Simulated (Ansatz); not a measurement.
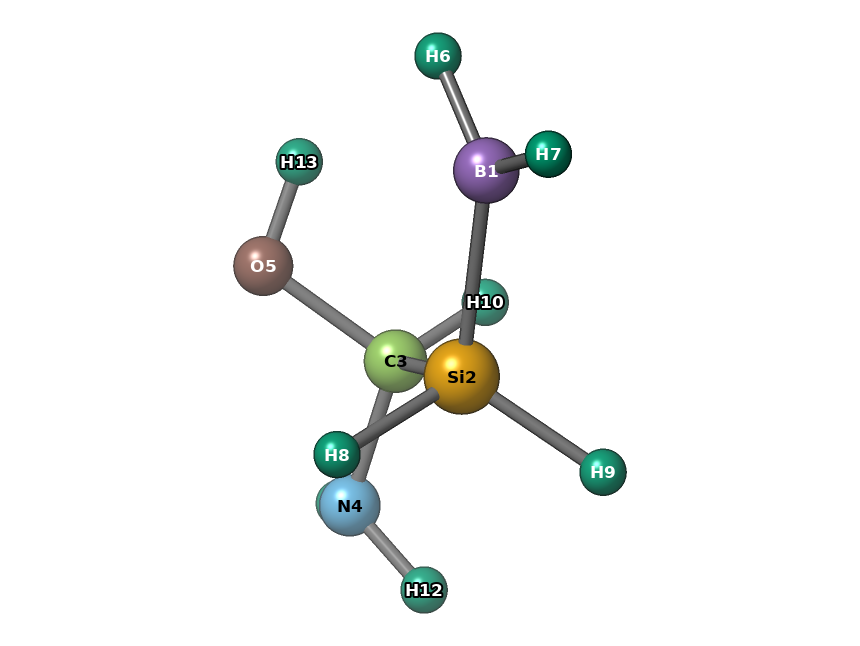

C3 lies behind Si2. The molecule seen a little off the Si2–C3 bond, Si2 in front. Distant atoms are faded towards the background colour. Computed geometry: PBE-D4/def2-SVP optimisation. No frequency run is at hand to confirm it as a minimum.

What is the torsion angle B1–Si2–C3–O5? The sign is positive where the front bond must turn clockwise to cover the back bond.

Answer. −53°, synclinal (gauche). The bonds about Si2–C3 are staggered.
